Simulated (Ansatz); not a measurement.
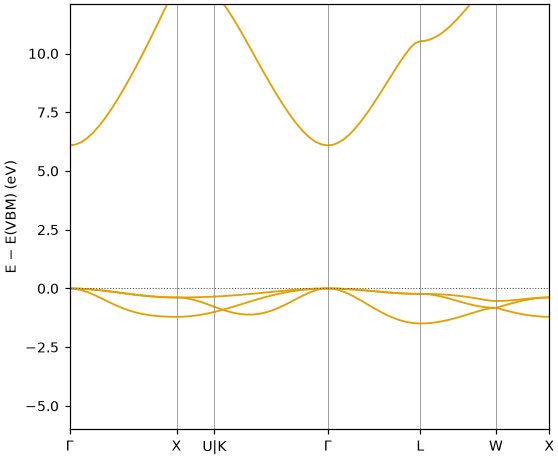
Figure: Band structure from plane-wave PAW PBE (Ansatz code)

Problem. Read off the gap and where the band edges lie.

Solution. About 6.1 eV (6.09 eV by a search for the band edges); maximum at Γ, minimum at Γ.

The material is NaF (rock salt, Fm-3m).

The PBE relaxation kept the symmetry of its start; phonons on a q-mesh show no instability.

Potentials: the later of the program's two PAW sets.
